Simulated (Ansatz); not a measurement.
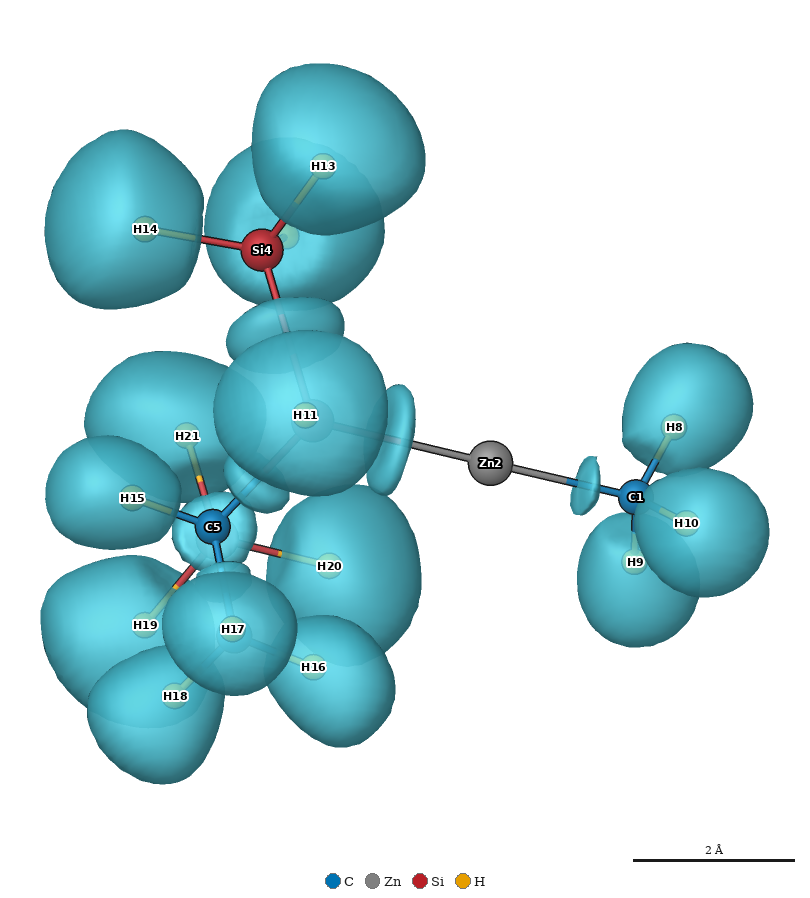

The picture shows: C3H14Si3Zn (SMILES [CH3][Zn][SiH]([SiH3])C(C)[SiH3]). Isosurface of the ELF at 0.85 (cyan), seen across its widest extent. Core shells and regions of very low density are left out.

Geometry: PBE0-D4/def2-TZVP.

These are results of Ansatz, RKS PBE0-D4/def2-TZVPP, not measurements.

```xyz
21

C    -3.5906    0.5112    1.2274
Zn   -1.6758    0.1505    1.1077
Si    0.6562   -0.3089    0.9440
Si    1.0394   -2.6188    0.8624
C     1.4210    0.5509   -0.5719
C     1.3777    2.0761   -0.4268
Si    0.5471   -0.0081   -2.1294
H    -4.1522   -0.4127    1.3897
H    -3.9562    0.9698    0.3048
H    -3.8124    1.1910    2.0542
H     1.3941    0.1773    2.1550
H     0.1499   -3.2882   -0.1272
H     0.7571   -3.2173    2.1977
H     2.4481   -2.9441    0.4967
H     2.4625    0.2126   -0.6419
H     0.3467    2.4431   -0.3809
H     1.8778    2.4073    0.4878
H     1.8621    2.5780   -1.2698
H     1.0650    0.7043   -3.3309
H    -0.9102    0.2997   -2.0076
H     0.6927   -1.4736   -2.3410
```

Question: Identify the bonds, lone pairs and shells in this picture.

Answer: The ELF exceeds this value in one region between bonded C–C atoms (shared pairs), two regions between bonded C–Si atoms (shared pairs), one region between bonded Si–Si atoms (shared pairs), one region between bonded Si–Zn atoms (shared pairs), 14 regions around hydrogen nuclei and one lobe of the valence shell of C pointing towards Zn (polar bonds). Along the contacts the grid gives the following. C–C (1.53 Å): the ELF peaks at about 0.95 between the atoms; a covalent bond. C–Si (1.87 Å): the ELF peaks at about 0.95 between the atoms; a covalent bond.
